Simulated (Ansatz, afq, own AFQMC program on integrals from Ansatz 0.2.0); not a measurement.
# SiNH2 (doublet): quantum Monte Carlo beside coupled cluster at distance Si1–N2 = 2.516 Å, cc-pVDZ

Aim: compute SiNH2 (doublet) with auxiliary-field quantum Monte Carlo on the same integrals as coupled cluster, and set the energies side by side.

Program: Ansatz 0.2.0, Gaussian basis, and an in-house AFQMC program (afq) on its integrals; all values are calculated. Level of theory: cc-pVDZ, frozen cores. These are calculated values, not measurements.

To be run: PBE (unrestricted); r2SCAN (unrestricted); PBE0 (unrestricted); B3LYP (unrestricted); wB97M-V (unrestricted); B2PLYP (unrestricted); CCSD(T) on UHF; CCSDT(Q) on UHF; Phaseless AFQMC, CISD trial on UHF.

### 1 The geometry

The geometry derives from a PBE0/def2-TZVP stationary point (not a proven minimum). One bond is set to the value named and the two fragments are kept rigid.

4 atoms, charge 0, spin multiplicity 2.

Atoms are counted from 1 here; the program's logs count them from 0.

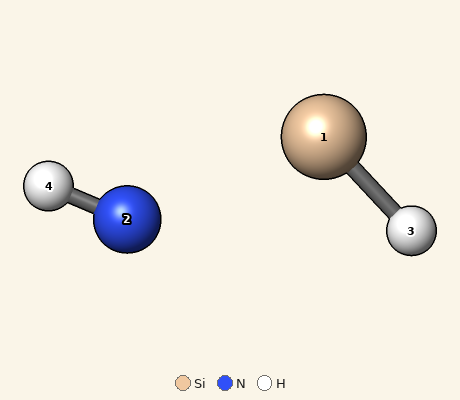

The structure; silicon light orange, nitrogen blue, hydrogen white; atoms are numbered from 1 in the order of the file.

### 2 PBE (unrestricted)

Contents of in.yaml:

```yaml
crystal:
  periodic: [false, false, false]
  atoms:
    - {symbol: Si, position_ang: [0.000000, -0.183118, 0.841060]}
    - {symbol: N, position_ang: [0.000000, 0.306360, -1.626867]}
    - {symbol: H, position_ang: [0.000000, 1.111535, 1.627808]}
    - {symbol: H, position_ang: [0.000000, -0.266394, -2.455793]}
basis:
  gaussian: {orbitals: cc-pVDZ}
magnetization: {spin_polarized: true, initial_magnetization: 1}
hamiltonian: {xc: {name: PBE}}
output: {orbitals: {seedname: orbitals}}
```

Command:

```console
ansatz run in.yaml --threads 1 --pin off --events-out ev --progress --plain --max-ram 1382MiB
```

Output:

```text
Functional definition: PBE
  name "PBE"
  cite "Perdew, Burke & Ernzerhof, Phys. Rev. Lett. 77, 3865 (1996) doi:10.1103/PhysRevLett.77.3865"
  parent pbe
  parameter kappa = 0.804
  parameter beta = 0.06672455060314922
  exchange = pbe_x(kappa = kappa, mu = beta*pi^2/3)
  correlation = pbe_c(beta = beta)
552 factors; their error is unknown
mean field evaluation 1: about -9365.3572 eV, gradient 5.9e1 eV
mean field evaluation 2: about -9124.5911 eV, gradient 1.1e2 eV
mean field evaluation 4: about -9362.2291 eV, gradient 5.3e1 eV
mean field evaluation 8: about -9388.3916 eV, gradient 4.8e0 eV
mean field evaluation 16: about -9388.6632 eV, gradient 1.4e-5 eV
mean field evaluation 32: about -9388.0148 eV, gradient 6.0e0 eV
mean field evaluation 64: about -9388.3064 eV, gradient 1.1e0 eV
mean field evaluation 96: about -9388.0148 eV, gradient 6.0e0 eV
mean field -9388.66318809 eV, -345.0270082977 hartree, gradient 9.4e-6 eV, S^2 1.224692; 9 other end points of the search recorded, 0 dependent functions left out
reference -9388.66321787 eV, -345.0270093922 hartree; 12, 11 occupied and 30, 31 virtual orbitals, 552 factors
Total energy: -9388.66321787 eV, -345.0270093922 hartree
```

Wall time 3.8 s (1 thread of AMD EPYC 7R13 (Zen 3), shared host).

From the report: ⟨S²⟩ of the determinant 1.225 (pure doublet: 0.75).

### 3 r2SCAN (unrestricted)

in.yaml, as its differences from that of step 2:

```diff
@@ -10,3 +10,2 @@
 magnetization: {spin_polarized: true, initial_magnetization: 1}
-hamiltonian: {xc: {name: PBE}}
-output: {orbitals: {seedname: orbitals}}
+hamiltonian: {xc: {name: r2SCAN}}
```

Same command.

Output (excerpt; [...] marks lines left out):

```text
Functional definition: r2SCAN
  name "r2SCAN"
  cite "Furness, Kaplan, Ning, Perdew & Sun, J. Phys. Chem. Lett. 11, 8208 (2020) doi:10.1021/acs.jpclett.0c02405"
  cite "Furness, Kaplan, Ning, Perdew & Sun, J. Phys. Chem. Lett. 11, 9248 (2020) doi:10.1021/acs.jpclett.0c03077"
  parent r2scan
[...]
552 factors; their error is unknown
[...]
mean field -9392.89615030 eV, -345.1825667898 hartree, gradient 1.5e-6 eV, S^2 1.420774; 13 other end points of the search recorded, 0 dependent functions left out
reference -9392.89615953 eV, -345.1825671291 hartree; 12, 11 occupied and 30, 31 virtual orbitals, 552 factors
Total energy: -9392.89615953 eV, -345.1825671291 hartree
```

Wall time 11 s (1 thread of AMD EPYC 7R13 (Zen 3), shared host).

From the report: ⟨S²⟩ of the determinant 1.421 (pure doublet: 0.75). The determinant is far from a pure spin state, so its energy mixes those of several spin states (harmless only where they are near-degenerate, as at dissociation).

### 4 PBE0 (unrestricted)

in.yaml, as its differences from that of step 3:

```diff
@@ -10,2 +10,3 @@
 magnetization: {spin_polarized: true, initial_magnetization: 1}
-hamiltonian: {xc: {name: r2SCAN}}
+hamiltonian: {xc: {name: PBE0}}
+output: {orbitals: {seedname: orbitals}}
```

Same command.

Output (excerpt; [...] marks lines left out):

```text
Functional definition: PBE0
  name "PBE0"
  cite "Adamo & Barone, J. Chem. Phys. 110, 6158 (1999) doi:10.1063/1.478522"
  cite "Perdew, Burke & Ernzerhof, Phys. Rev. Lett. 77, 3865 (1996) doi:10.1103/PhysRevLett.77.3865"
  parent pbe
[...]
409 factors; integrals over basis functions are off by at most 1.2e-3 eV
[...]
mean field -9389.29928107 eV, -345.0503842837 hartree, gradient 4.8e-6 eV, S^2 1.491252; 9 other end points of the search recorded, 0 dependent functions left out
reference -9389.29930282 eV, -345.0503850829 hartree; 12, 11 occupied and 30, 31 virtual orbitals, 409 factors
Total energy: -9389.29930282 eV, -345.0503850829 hartree
```

Run time: 4 s. Hardware: 1 thread of AMD EPYC 7R13 (Zen 3), shared host.

From the report: ⟨S²⟩ of the determinant 1.491 (pure doublet: 0.75). The determinant is far from a pure spin state, so its energy mixes those of several spin states (harmless only where they are near-degenerate, as at dissociation).

### 5 B3LYP (unrestricted)

in.yaml, as its differences from that of step 4:

```diff
@@ -10,3 +10,2 @@
 magnetization: {spin_polarized: true, initial_magnetization: 1}
-hamiltonian: {xc: {name: PBE0}}
-output: {orbitals: {seedname: orbitals}}
+hamiltonian: {xc: {name: B3LYP}}
```

Launched as before.

Output (excerpt; [...] marks lines left out):

```text
Functional definition: B3LYP
  name "B3LYP"
  cite "Stephens, Devlin, Chabalowski & Frisch, J. Phys. Chem. 98, 11623 (1994) doi:10.1021/j100096a001"
  cite "Becke, Phys. Rev. A 38, 3098 (1988) doi:10.1103/PhysRevA.38.3098"
  cite "Lee, Yang & Parr, Phys. Rev. B 37, 785 (1988) doi:10.1103/PhysRevB.37.785"
  cite "Vosko, Wilk & Nusair, Can. J. Phys. 58, 1200 (1980) doi:10.1139/p80-159"
[...]
409 factors; integrals over basis functions are off by at most 1.2e-3 eV
[...]
mean field -9395.10437978 eV, -345.2637177263 hartree, gradient 1.3e-6 eV, S^2 1.371191; 9 other end points of the search recorded, 0 dependent functions left out
reference -9395.10458081 eV, -345.2637251143 hartree; 12, 11 occupied and 30, 31 virtual orbitals, 409 factors
Total energy: -9395.10458081 eV, -345.2637251143 hartree
```

Run time: 3.9 s. Hardware: 1 thread of AMD EPYC 7R13 (Zen 3), shared host.

From the report: ⟨S²⟩ of the determinant 1.371 (pure doublet: 0.75). The determinant is far from a pure spin state, so its energy mixes those of several spin states (harmless only where they are near-degenerate, as at dissociation).

### 6 wB97M-V (unrestricted)

in.yaml, as its differences from that of step 5:

```diff
@@ -10,2 +10,3 @@
 magnetization: {spin_polarized: true, initial_magnetization: 1}
-hamiltonian: {xc: {name: B3LYP}}
+hamiltonian: {xc: {name: wB97M-V}}
+output: {orbitals: {seedname: orbitals}}
```

Same command.

Output (excerpt; [...] marks lines left out):

```text
Functional definition: wB97M-V
  name "wB97M-V"
  cite "Mardirossian & Head-Gordon, J. Chem. Phys. 144, 214110 (2016) doi:10.1063/1.4952647"
  cite "Becke, J. Chem. Phys. 107, 8554 (1997) doi:10.1063/1.475007"
  cite "Vydrov & Van Voorhis, J. Chem. Phys. 133, 244103 (2010) doi:10.1063/1.3521275"
  # Of w^i u^j: cxij and so on, Table III.
[...]
  gx(w, u) = 1 - cx + cx01*u + cx10*w
  gss(w, u) = css00 + css04*u^4 + css10*w + css20*w^2 + css43*w^4*u^3
  gos(w, u) = cos00 + cos10*w + (cos20 + cos21*u)*w^2 + (cos60 + cos61*u)*w^6
[...]
      + integral(e_c_pw_mod_opposite_spin*gos(b97_w_opposite, b97_u_opposite)) + vv10(b, c)
409 factors; integrals over basis functions are off by at most 1.2e-3 eV
133 factors; integrals over basis functions are off by at most 1.1e-5 eV
[...]
mean field -9393.04339152 eV, -345.1879778050 hartree, gradient 3.0e-6 eV, S^2 1.447607; 5 other end points of the search recorded, 0 dependent functions left out
reference -9393.04342264 eV, -345.1879789486 hartree; 12, 11 occupied and 30, 31 virtual orbitals, 409 factors
Total energy: -9393.04342264 eV, -345.1879789486 hartree
```

It took 9.5 s on 1 thread of AMD EPYC 7R13 (Zen 3), shared host.

From the report: ⟨S²⟩ of the determinant 1.448 (pure doublet: 0.75). The determinant is far from a pure spin state, so its energy mixes those of several spin states (harmless only where they are near-degenerate, as at dissociation).

### 7 B2PLYP (unrestricted)

in.yaml, as its differences from that of step 6:

```diff
@@ -10,3 +10,3 @@
 magnetization: {spin_polarized: true, initial_magnetization: 1}
-hamiltonian: {xc: {name: wB97M-V}}
-output: {orbitals: {seedname: orbitals}}
+hamiltonian: {xc: {name: B2PLYP}}
+correlation: {electrons: outside_noble_gas}
```

The command is unchanged.

Output (excerpt; [...] marks lines left out):

```text
Functional definition: B2PLYP
  name "B2PLYP"
  cite "Grimme, J. Chem. Phys. 124, 034108 (2006) doi:10.1063/1.2148954"
  cite "Becke, Phys. Rev. A 38, 3098 (1988) doi:10.1103/PhysRevA.38.3098"
  cite "Lee, Yang & Parr, Phys. Rev. B 37, 785 (1988) doi:10.1103/PhysRevB.37.785"
[...]
409 factors; integrals over basis functions are off by at most 1.2e-3 eV
[...]
mean field -9387.69828941 eV, -344.9915489252 hartree, gradient 1.2e-6 eV, S^2 1.669147; 9 other end points of the search recorded, 0 dependent functions left out
6 core orbitals not correlated: weight in the atoms' cores, before any rotation towards them, 1.000 or more for the frozen orbitals, at most 0.000 for the correlated occupied ones
reference -9387.69841268 eV, -344.9915534554 hartree; 6, 5 occupied and 30, 31 virtual orbitals, 409 factors
second order -6.28285866 eV of doubles, -0.00000000 eV of singles
Total energy: -9389.39478452 eV, -345.0538939707 hartree
```

Run time: 4.2 s. Hardware: 1 thread of AMD EPYC 7R13 (Zen 3), shared host.

From the report: ⟨S²⟩ of the determinant 1.669 (pure doublet: 0.75). The determinant is far from a pure spin state, so its energy mixes those of several spin states (harmless only where they are near-degenerate, as at dissociation).

### 8 CCSD(T) on UHF

in.yaml, as its differences from that of step 7:

```diff
@@ -10,3 +10,2 @@
 magnetization: {spin_polarized: true, initial_magnetization: 1}
-hamiltonian: {xc: {name: B2PLYP}}
-correlation: {electrons: outside_noble_gas}
+correlation: {method: ccsd_t, electrons: outside_noble_gas, hamiltonian_folder: ham}
```

The command is unchanged.

Output (excerpt; [...] marks lines left out):

```text
Functional definition: HF
  name "HF"
  cite "Fock, Z. Phys. 61, 126 (1930) doi:10.1007/BF01340294"
  parent pbe
[...]
409 factors; integrals over basis functions are off by at most 1.2e-3 eV
[...]
mean field -9371.71612953 eV, -344.4042153827 hartree, gradient 2.5e-6 eV, S^2 1.814467; 26 other end points of the search recorded, 0 dependent functions left out
determinant -9371.71612953 eV, -344.4042153827 hartree, with singles and doubles -9377.67914776 eV, -344.6233522611 hartree
determinant -9370.96453452 eV, -344.3765947758 hartree, with singles and doubles -9377.30180496 eV, -344.6094851690 hartree
determinant -9370.88637032 eV, -344.3737222943 hartree, with singles and doubles -9377.15466961 eV, -344.6040780446 hartree
determinant -9370.70447972 eV, -344.3670379381 hartree, with singles and doubles -9376.76622782 eV, -344.5898030718 hartree
[...]
determinant -9371.71612953 eV, -344.4042153827 hartree, with singles and doubles -9377.70165069 eV, -344.6241792285 hartree
determinant -9370.96453452 eV, -344.3765947758 hartree, with singles and doubles -9377.35304964 eV, -344.6113683760 hartree
determinant -9370.88637032 eV, -344.3737222943 hartree, with singles and doubles -9377.25700900 eV, -344.6078389475 hartree
determinant -9370.07221381 eV, -344.3438025944 hartree, with singles and doubles -9377.30813011 eV, -344.6097176138 hartree
6 core orbitals not correlated: weight in the atoms' cores, before any rotation towards them, 1.000 or more for the frozen orbitals, at most 0.000 for the correlated occupied ones
reference -9371.71612953 eV, -344.4042153827 hartree; 6, 5 occupied and 30, 31 virtual orbitals, 409 factors
second order -4.72793194 eV of doubles, -0.00000000 eV of singles
cycle   1  -5.98552409 eV  change   -2.9e-6 eV  update   5.0e-6
perturbative correction -0.16484613 eV, -0.0060579834 hartree
Total energy: -9377.86649975 eV, -344.6302373194 hartree
```

It took 11 s on 1 thread of AMD EPYC 7R13 (Zen 3), shared host.

From the report: ⟨S²⟩ of the determinant 1.814 (pure doublet: 0.75); correlation -6.1504 eV; T1 0.048; largest double amplitude 0.08. The determinant is far from a pure spin state, so its energy mixes those of several spin states (harmless only where they are near-degenerate, as at dissociation).

This run also writes the integrals to the folder ham.

### 9 CCSDT(Q) on UHF

in.yaml, as its differences from that of step 8:

```diff
@@ -10,2 +10,2 @@
 magnetization: {spin_polarized: true, initial_magnetization: 1}
-correlation: {method: ccsd_t, electrons: outside_noble_gas, hamiltonian_folder: ham}
+correlation: {method: ccsdt_q, electrons: outside_noble_gas}
```

Same command.

Output (excerpt; [...] marks lines left out):

```text
Functional definition: HF
  name "HF"
  cite "Fock, Z. Phys. 61, 126 (1930) doi:10.1007/BF01340294"
  parent pbe
[...]
774 factors; integrals over basis functions are off by at most 1.6e-7 eV
[...]
mean field -9371.71617394 eV, -344.4042170148 hartree, gradient 2.5e-6 eV, S^2 1.814468; 26 other end points of the search recorded, 0 dependent functions left out
determinant -9371.71617394 eV, -344.4042170148 hartree, with singles and doubles -9377.67919568 eV, -344.6233540220 hartree
determinant -9370.96457776 eV, -344.3765963648 hartree, with singles and doubles -9377.30185082 eV, -344.6094868543 hartree
determinant -9370.88642783 eV, -344.3737244079 hartree, with singles and doubles -9377.15472686 eV, -344.6040801483 hartree
determinant -9370.70454465 eV, -344.3670403243 hartree, with singles and doubles -9376.76629314 eV, -344.5898054724 hartree
[...]
determinant -9370.96457776 eV, -344.3765963648 hartree, with singles and doubles -9377.35309742 eV, -344.6113701318 hartree
determinant -9370.88642783 eV, -344.3737244079 hartree, with singles and doubles -9377.25706457 eV, -344.6078409898 hartree
determinant -9370.07225468 eV, -344.3438040965 hartree, with singles and doubles -9377.30817823 eV, -344.6097193822 hartree
6 core orbitals not correlated: weight in the atoms' cores, before any rotation towards them, 1.000 or more for the frozen orbitals, at most 0.000 for the correlated occupied ones
reference -9371.71617394 eV, -344.4042170148 hartree; 6, 5 occupied and 30, 31 virtual orbitals, 774 factors
second order -4.72795281 eV of doubles, -0.00000000 eV of singles
cycle   1  -5.51368017 eV  change   -7.9e-1 eV  update   8.5e-2
[...]
cycle  56  -6.27917149 eV  change   -6.1e-7 eV  update   1.7e-7
perturbative correction -0.04143675 eV, -0.0015227726 hartree
Total energy: -9378.03678218 eV, -344.6364950835 hartree
```

It took 41 s on 1 thread of AMD EPYC 7R13 (Zen 3), shared host; peak memory 0.36 GiB.

From the report: ⟨S²⟩ of the determinant 1.814 (pure doublet: 0.75); correlation -6.3206 eV; T1 0.082; largest double amplitude 0.34. The determinant is far from a pure spin state, so its energy mixes those of several spin states (harmless only where they are near-degenerate, as at dissociation).

### 10 Phaseless AFQMC, CISD trial on UHF

It reads the integrals that the CCSD(T) run on this determinant wrote.

Command:

```console
afq ham --method phaseless --trial cisd --walkers 60 --populations 1 --least-time 40 --time-step 0.005 --steps-per-block 50 --equilibration-blocks 40 --max-blocks 300 --target-error 0.0008 --factor-cut 1e-05 --start spin_pure --seed 2356 --release-times 0.24,0.51,0.99,1.62,2.4 --release-step 0.03 --release-every 4 --taylor-order 6
```

Output:

```text
orbitals 36  electrons 6 5  factors 259 of 409
reference energy -344.40421538 Eh
CCSD correlation -0.21996393 Eh in 22 cycles, weight of the determinant in the CISD state 0.8320
energy of the start -344.587856 Eh
 block  time / (1/Eh)  mean weight  energy / Eh
     1     0.250  1.0015  -344.605254
     2     0.500  1.0000  -344.613380
     3     0.750  1.0023  -344.617846
     4     1.000  1.0009  -344.625371
     5     1.250  1.0006  -344.625538
     6     1.500  0.9974  -344.620668
     7     1.750  1.0008  -344.620910
     8     2.000  1.0013  -344.622292
     9     2.250  0.9999  -344.620173
    10     2.500  1.0008  -344.629291
    11     2.750  1.0013  -344.626689
    16     4.000  1.0009  -344.633874
    21     5.250  1.0007  -344.628863
    26     6.500  0.9993  -344.626388
    31     7.750  0.9997  -344.635362
    36     9.000  0.9998  -344.636107
    41    10.250  0.9985  -344.638126
    46    11.500  0.9993  -344.637217
    51    12.750  0.9978  -344.627923
    56    14.000  1.0028  -344.631786
    61    15.250  1.0027  -344.649178
    66    16.500  1.0003  -344.629348
    71    17.750  1.0012  -344.631043
    76    19.000  0.9994  -344.632930
    81    20.250  0.9988  -344.624966
    86    21.500  1.0000  -344.632388
    91    22.750  0.9988  -344.626829
    96    24.000  0.9998  -344.641375
   101    25.250  0.9991  -344.636478
   106    26.500  0.9978  -344.636682
   111    27.750  1.0014  -344.640152
   116    29.000  0.9981  -344.652477
   121    30.250  1.0006  -344.631437
   126    31.500  1.0004  -344.630949
   131    32.750  1.0035  -344.631245
   136    34.000  1.0002  -344.626757
   141    35.250  0.9987  -344.646847
   146    36.500  0.9979  -344.629244
   151    37.750  1.0023  -344.629801
   156    39.000  1.0003  -344.633987
   161    40.250  0.9985  -344.635378
   166    41.500  0.9997  -344.627033
   171    42.750  0.9985  -344.637190
   176    44.000  1.0016  -344.628880
   181    45.250  1.0022  -344.641848
   186    46.500  1.0000  -344.636623
   191    47.750  0.9992  -344.635433
   196    49.000  1.0002  -344.637678
blocks merged  error / Eh  count
     1  0.000486  160
     2  0.000598  80
     4  0.000697  40
     8  0.000750  20
    16  0.000787  10
released: time / (1/Eh)  energy / Eh  error  mean overlap
  0.24  -344.635963  0.000894  1.0083
  0.51  -344.637791  0.001075  0.9901
  0.99  -344.638818  0.001319  0.9803
  1.62  -344.639882  0.001667  0.9569
  2.40  -344.634326  0.002126  0.9933
energy -344.635641 +/- 0.000750 Eh
```

It took 2.7 min on 1 thread of AMD EPYC 7R13 (Zen 3), shared host.

Energy -9378.0135 ± 0.0204 eV. Caveats: constraint bias not in the error.

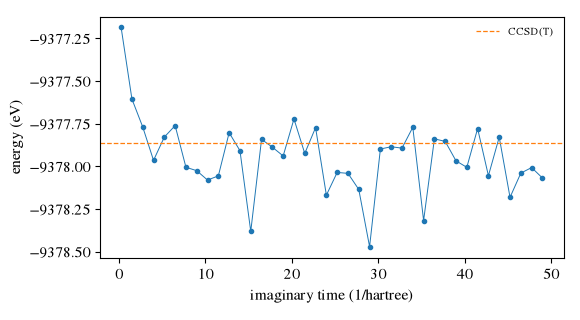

Block energies along the walk.

### 11 All levels side by side

On the UHF determinant, counted from CCSDT(Q) (a yardstick, not exact):

```
                                              level  energy (eV)  from CCSDT(Q) (meV)  statistical error (meV)     time
                                                 HF   -9371.7161              +6320.7                                  
                                                MP2   -9376.4441              +1592.7                                  
                                               CCSD   -9377.7017               +335.1                                  
                                            CCSD(T)   -9377.8665               +170.3                                  
                                           CCSDT(Q)   -9378.0368                  0.0                                  
Phaseless AFQMC, CISD trial, step 0.005, 60 walkers   -9378.0135                +23.2                     20.4  2.7 min
```

The functionals' totals stand on their own zeros and serve differences with other points: PBE -9388.663 eV; r2SCAN -9392.896 eV; PBE0 -9389.299 eV; B3LYP -9395.105 eV; wB97M-V -9393.043 eV; B2PLYP -9389.395 eV.

### 12 Results

| quantity | value |
| --- | --- |
| CCSD(T) on UHF from CCSDT(Q) | +170.3 meV |
| Phaseless AFQMC, CISD trial on UHF from CCSDT(Q) | +23.2 ± 20.4 meV |

**Reading.** On UHF the phaseless walk with the CISD trial lies +23.2 meV from CCSDT(Q), within three error bars. Error bars are statistical and leave out the constraint, the time step and what remains of the start.
